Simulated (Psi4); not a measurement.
# One shape, several levels: singlet GaHClO−

Aim: a comparison of 4 runs (BLYP/def2-SVPD, M06-L/def2-SVPD, TPSS/def2-SVPD, revPBE/def2-SVPD) of singlet GaHClO−. 

Program for the calculation: Psi4 1.11.

## 1. The system as given

The species is GaHClO− (4 atoms), meant as a singlet with charge -1. As SMILES of the parent species, `[O][GaH][Cl]`. The shape is that of a PBE0-D4/def2-TZVP optimisation. That shape belongs to the parent species and isn't relaxed for this state.

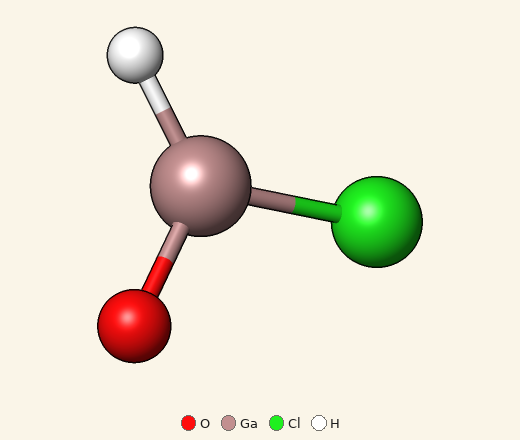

Viewed from a chosen angle; oxygen red, gallium pink, chlorine green, hydrogen white.

## 2. The energy at BLYP/def2-SVPD (run 1)

input.json reads:

```json
{
  "schema_name": "qcschema_input",
  "schema_version": 1,
  "molecule": {
    "schema_name": "qcschema_molecule",
    "schema_version": 2,
    "symbols": ["O", "Ga", "Cl", "H"],
    "geometry": [-3.28774551, -0.22242076, -0.40099988, 0.05839254, 0.27268748, -0.11565124, 1.98553524, -2.94287049, 1.33943788, 1.34869754, 2.77884227, -0.86114819],
    "molecular_charge": -1,
    "molecular_multiplicity": 1,
    "fix_symmetry": "c1"
  },
  "driver": "energy",
  "model": {
    "method": "blyp",
    "basis": "def2-SVPD"
  },
  "keywords": {
    "reference": "rks",
    "puream": true,
    "e_convergence": 1e-09,
    "d_convergence": 1e-08,
    "scf_type": "pk",
    "dft_radial_points": 99,
    "dft_spherical_points": 590
  }
}
```

On the command line:

```
psi4 --qcschema input.json -n 1 --memory 2200MB
```

stdout:

```text
[...]
  Running in c1 symmetry.
[...]
  Nuclear repulsion =  240.936455086215517
[...]
  Multiplicity = 1
[...]
  Nalpha       = 29
  Nbeta        = 29
[...]
    Number of basis functions: 96
[...]
   @RKS iter   1: -2458.27558828289739   -1.05234e+00   2.91084e-02 DIIS/ADIIS
[...]
   @RKS iter  15: -2460.59487358199567   -4.09273e-12   1.67778e-09 DIIS
[...]
    Orbital Energies [Eh]
    ---------------------
    Doubly Occupied:
       1A   -370.836106     2A   -100.527555     3A    -45.151433
       4A    -40.019526     5A    -40.016436     6A    -40.015039
       7A    -18.521531     8A     -8.992981     9A     -6.827910
      10A     -6.823443    11A     -6.822521    12A     -5.073192
      13A     -3.409709    14A     -3.403921    15A     -3.398709
      16A     -0.578576    17A     -0.573816    18A     -0.544904
      19A     -0.543759    20A     -0.540353    21A     -0.524072
      22A     -0.488123    23A     -0.215735    24A     -0.138308
      25A     -0.116494    26A     -0.108660    27A     -0.038131
      28A     -0.001397    29A      0.018356
[...]
  @RKS Final Energy: -2460.59487358199567
   => Energetics <=
    Nuclear Repulsion Energy =            240.9364550862155170
    One-Electron Energy =               -3915.1165745541693468
    Two-Electron Energy =                1326.0331442833448818
    DFT Exchange-Correlation Energy =    -112.4478983973867372
    Empirical Dispersion Energy =           0.0000000000000000
    VV10 Nonlocal Energy =                  0.0000000000000000
    Total Energy =                      -2460.5948735819956710
[...]
 Multipole Moments:
 ------------------------------------------------------------------------------------
     Multipole            Electronic (a.u.)      Nuclear  (a.u.)        Total (a.u.)
 ------------------------------------------------------------------------------------
 L = 1.  Multiply by 2.5417464519 to convert [e a0] to [Debye]
 Dipole X            :          1.6934279            0.1307370            1.8241649
 Dipole Y            :          0.7663785           -0.5616012            0.2047772
 Dipole Z            :         -0.0445685            0.2243643            0.1797958
 Magnitude           :                                                    1.8444072
[...]
```

The result, in JSON:

```text
{
 "driver": "energy",
 "model": {
  "method": "blyp",
  "basis": "def2-SVPD"
 },
 "success": true,
 "return_result": -2460.5948735819957,
 "properties": {
  "calcinfo_nbasis": 96,
  "calcinfo_nmo": 96,
  "calcinfo_nalpha": 29,
  "calcinfo_nbeta": 29,
  "calcinfo_natom": 4,
  "nuclear_repulsion_energy": 240.93645508621552,
  "return_energy": -2460.5948735819957,
  "scf_one_electron_energy": -3915.1165745541693,
  "scf_two_electron_energy": 1326.0331442833449,
  "scf_xc_energy": -112.44789839738674,
  "scf_dipole_moment": [1.8241649357578382, 0.20477721740599764, 0.17979577280056325],
  "scf_total_energy": -2460.5948735819957,
  "scf_iterations": 15
 }
}
```

Wall time 12 s (1 thread of Intel Xeon Platinum 8259CL at 2.50GHz (Skylake/Cascade Lake), shared host); peak memory 0.9 GiB.

## 3. Energy and gradient at M06-L/def2-SVPD (run 2)

clgaho_ase.py reads:

```python
import numpy as np
from ase.calculators.psi4 import Psi4
from ase import Atoms

a = Atoms(['O', 'Ga', 'Cl', 'H'], positions=[
    [-1.739800, -0.117700, -0.212200],
    [0.030900, 0.144300, -0.061200],
    [1.050700, -1.557300, 0.708800],
    [0.713700, 1.470500, -0.455700],
])
calc = Psi4(atoms=a, method='m06-l', basis='def2-SVPD', memory='2200MB', num_threads=1, charge=-1, multiplicity=1, label='calc')
calc.psi4.set_options({'puream': True, 'e_convergence': 1e-09, 'd_convergence': 1e-08, 'scf_type': 'pk', 'dft_radial_points': 99, 'dft_spherical_points': 590})
a.calc = calc

forces = a.get_forces()
print(f'energy: {a.get_potential_energy():.6f} eV')
print('forces / eV A^-1')
print(np.round(forces, 5))
```

On the command line:

```
python clgaho_ase.py
```

calc.dat:

```text
[...]
  Running in c1 symmetry.
[...]
  Nuclear repulsion =  240.936454910321658
[...]
  Multiplicity = 1
[...]
  Nalpha       = 29
  Nbeta        = 29
[...]
    Number of basis functions: 96
[...]
   @RKS iter   1: -2458.28107058247360   -1.31760e+00   2.85656e-02 ADIIS/DIIS
[...]
   @RKS iter  15: -2460.46494596026378   -6.00267e-11   5.97934e-09 DIIS
[...]
  @RKS Final Energy: -2460.46494596026378
   => Energetics <=
    Nuclear Repulsion Energy =            240.9364549103216575
    One-Electron Energy =               -3917.0134028023021528
    Two-Electron Energy =                1328.0783400908258045
    DFT Exchange-Correlation Energy =    -112.4663381591091138
    Empirical Dispersion Energy =           0.0000000000000000
    VV10 Nonlocal Energy =                  0.0000000000000000
    Total Energy =                      -2460.4649459602637762
[...]
 Multipole Moments:
 ------------------------------------------------------------------------------------
     Multipole            Electronic (a.u.)      Nuclear  (a.u.)        Total (a.u.)
 ------------------------------------------------------------------------------------
 L = 1.  Multiply by 2.5417464519 to convert [e a0] to [Debye]
 Dipole X            :          1.7369648            0.1307370            1.8677018
 Dipole Y            :          0.7805722           -0.5616012            0.2189709
 Dipole Z            :         -0.0436954            0.2243643            0.1806689
 Magnitude           :                                                    1.8891531
[...]
  -Total Gradient:
     Atom            X                  Y                   Z
    ------   -----------------  -----------------  -----------------
       1       -0.036798361364    -0.007776564683    -0.002289868461
       2        0.079217252833    -0.012258053644     0.015613829864
       3       -0.027370946966     0.026528001586    -0.013612129680
       4       -0.014875782974    -0.006277983780     0.000232772631
[...]
```

On the terminal:

```text
energy: -66952.661444 eV
forces / eV A^-1
[[ 1.89225  0.39989  0.11775]
 [-4.07351  0.63033 -0.8029 ]
 [ 1.40747 -1.36412  0.69996]
 [ 0.76494  0.32283 -0.01197]]
```

It took 42 s on 1 thread of Intel Xeon Platinum 8259CL at 2.50GHz (Skylake/Cascade Lake), shared host; peak memory 1.1 GiB.

Run 3 isn't shown in full; the table further down has it.

## 4. Energy and forces at revPBE/def2-SVPD (run 4)

calc.py reads:

```python
import psi4

psi4.set_memory('2200 MB')
psi4.set_num_threads(1)
psi4.set_output_file('psi4.out', False)

m = psi4.geometry("""
-1 1
O     -3.28774551    -0.22242076    -0.40099988
Ga     0.05839254     0.27268748    -0.11565124
Cl     1.98553524    -2.94287049     1.33943788
H      1.34869754     2.77884227    -0.86114819
units au
symmetry c1
no_reorient
no_com
""")

psi4.set_options({
    'puream': True,
    'e_convergence': 1e-09,
    'd_convergence': 1e-08,
    'scf_type': 'pk',
    'dft_radial_points': 99,
    'dft_spherical_points': 590,
})

e = psi4.gradient('revpbe/def2-SVPD')
print('gradient / Eh bohr^-1')
print(e.np.round(6))
```

On the command line:

```
python calc.py
```

psi4.out:

```text
[...]
  Running in c1 symmetry.
[...]
  Nuclear repulsion =  240.936455086215517
[...]
  Multiplicity = 1
[...]
  Nalpha       = 29
  Nbeta        = 29
[...]
    Number of basis functions: 96
[...]
   @RKS iter   1: -2457.98677052310677   -1.05547e+00   2.89511e-02 ADIIS/DIIS
[...]
   @RKS iter  15: -2460.28877601937029   -4.13820e-11   7.90909e-09 DIIS
[...]
  @RKS Final Energy: -2460.28877601937029
   => Energetics <=
    Nuclear Repulsion Energy =            240.9364550862155170
    One-Electron Energy =               -3915.4497768001665463
    Two-Electron Energy =                1326.3797799643903090
    DFT Exchange-Correlation Energy =    -112.1552342698095828
    Empirical Dispersion Energy =           0.0000000000000000
    VV10 Nonlocal Energy =                  0.0000000000000000
    Total Energy =                      -2460.2887760193702889
[...]
 Multipole Moments:
 ------------------------------------------------------------------------------------
     Multipole            Electronic (a.u.)      Nuclear  (a.u.)        Total (a.u.)
 ------------------------------------------------------------------------------------
 L = 1.  Multiply by 2.5417464519 to convert [e a0] to [Debye]
 Dipole X            :         -8.9870796           10.6110013            1.6239216
 Dipole Y            :         41.4827061          -40.5760103            0.9066958
 Dipole Z            :        -15.1998221           15.1161083           -0.0837138
 Magnitude           :                                                    1.8617805
[...]
  -Total Gradient:
     Atom            X                  Y                   Z
    ------   -----------------  -----------------  -----------------
       1       -0.024413687385    -0.006039724463    -0.001198015365
       2        0.068920097873    -0.016718342625     0.015817191403
       3       -0.029553782469     0.031152110530    -0.015622598387
       4       -0.015006098998    -0.008383060130     0.000991740578
[...]
```

On the terminal:

```text
gradient / Eh bohr^-1
[[-0.024414 -0.00604  -0.001198]
 [ 0.06892  -0.016718  0.015817]
 [-0.029554  0.031152 -0.015623]
 [-0.015006 -0.008383  0.000992]]
```

Run time: 22 s. Hardware: 1 thread of Intel Xeon Platinum 8259CL at 2.50GHz (Skylake/Cascade Lake), shared host; peak memory 0.9 GiB.

## 5. Overview of the runs

```csv
run,level,task,energy (Eh),HOMO energy (eV),LUMO energy (eV),HOMO–LUMO gap (eV),wall time
1,BLYP/def2-SVPD,energy,-2460.594874,0.50,3.30,2.80,12 s
2,M06-L/def2-SVPD,gradient,-2460.464946,0.59,3.89,3.30,42 s
3,TPSS/def2-SVPD,gradient,-2460.563210,0.39,3.43,3.04,48 s
4,revPBE/def2-SVPD,gradient,-2460.288776,0.50,3.30,2.80,22 s
```

## 6. What came out

```
                                                    quantity           value
                                         run 4: total energy  -2460.28878 Eh
                                          run 4: HOMO energy         0.50 eV
                                          run 4: LUMO energy         3.30 eV
run 4: HOMO–LUMO gap (to an unbound level, set by the basis)         2.80 eV
                             run 4: largest force on an atom      3.736 eV/Å
```

In words: The HOMO–LUMO gap runs from 2.80 eV (revPBE/def2-SVPD) to 3.30 eV (M06-L/def2-SVPD). The empty levels of an anion lie above zero and hang on the basis. Totals of different functionals can't be ranked against each other. In runs 1, 2, 3, 4 the HOMO lies above zero, so the outermost electron may be held by the basis alone. All runs together took 2.1 min, the longest 48 s.
